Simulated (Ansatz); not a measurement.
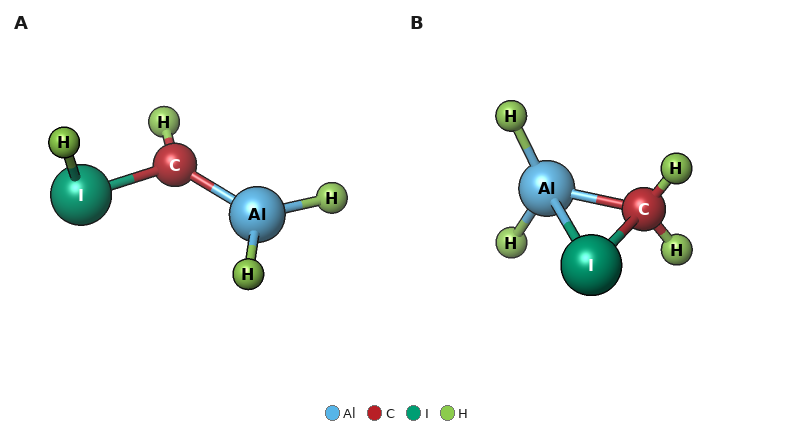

2 stationary structures of one formula. Geometries: PBE0-D4/def2-TZVP. Electronic energies: PBE0-D4/def2-TZVPP (Ansatz 0.2.0), without zero-point energy. No frequency run is at hand to confirm each as a minimum. Each is one conformer, not always the lowest.

**Which is lowest in energy, and by how much?**

B is lowest (Cs); A lies 3.330 eV above it (C1).

Give E(B) − E(A) in eV at these levels too: ωB97M-V/def2-TZVPP; PBE0-D4/def2-TZVPP; RHF-CCSD(T) (frozen core)/def2-TZVPP; r2SCAN-D4/def2-TZVPP; PBE0-D4/def2-TZVP; B3LYP-D4/def2-TZVPP; PBE-D4/def2-TZVPP.

| level | E(B) − E(A) (eV) |
| --- | --- |
| ωB97M-V/def2-TZVPP | −3.423 |
| PBE0-D4/def2-TZVPP | −3.330 |
| RHF-CCSD(T) (frozen core)/def2-TZVPP | −3.331 |
| r2SCAN-D4/def2-TZVPP | −3.285 |
| PBE0-D4/def2-TZVP | −3.331 |
| B3LYP-D4/def2-TZVPP | −3.293 |
| PBE-D4/def2-TZVPP | −3.136 |
